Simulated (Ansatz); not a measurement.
System: S2SiSn (SMILES [Si]1#[S]#[Sn][S]1).

```json
{"atom": "S", "x (Å)": "-1.8506", "y (Å)": "2.3702", "z (Å)": "-0.4114"}
{"atom": "S", "x (Å)": "-0.9962", "y (Å)": "0.9848", "z (Å)": "2.5067"}
{"atom": "Si", "x (Å)": "-2.3028", "y (Å)": "0.6005", "z (Å)": "0.7939"}
{"atom": "Sn", "x (Å)": "0.2578", "y (Å)": "2.3827", "z (Å)": "0.8901"}
```

Geometry: PBE0-D3(BJ)/def2-SVP; core potentials replace the inner electrons of Sn.

Computed with Ansatz 0.2.0, isolated molecule in a Gaussian basis; Kohn-Sham density functional theory, functional PBE0.

What can the converged electron density and electron localisation function tell about the bonding?

Answer. Si–S (2.19 Å): ρ at the midpoint is about 0.75 e/Å³, with its minimum of 0.61 e/Å³ about 0.8 Å from Si; the ELF peaks at about 0.85 between the atoms, as expected for a covalent bond.
Sn–S (2.48 Å): the density is about 0.51 e/Å³ at the midpoint; the ELF peaks at about 0.85 in the valence shell of S, 0.9 Å from its nucleus, and drops to about 0.20 between the two atoms.

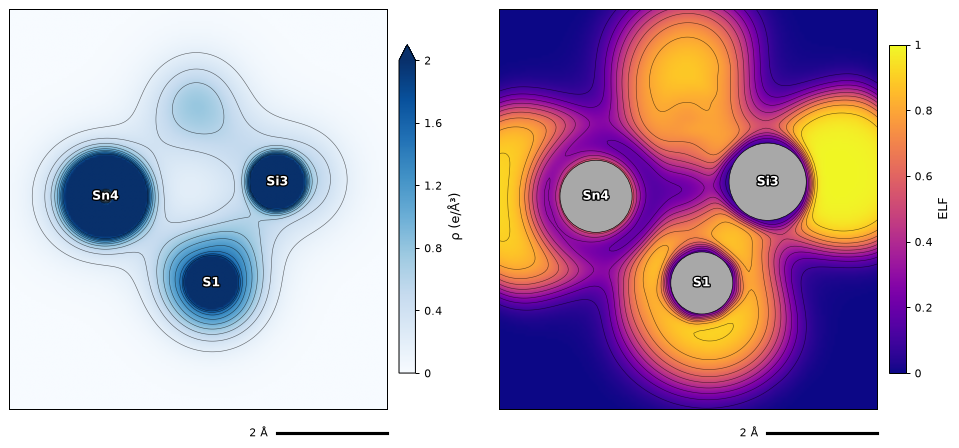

Computed electron density and electron localisation function on the plane of atoms Si3, S1 and Sn4, in this order. Grey discs cover the atomic cores in the ELF map. 
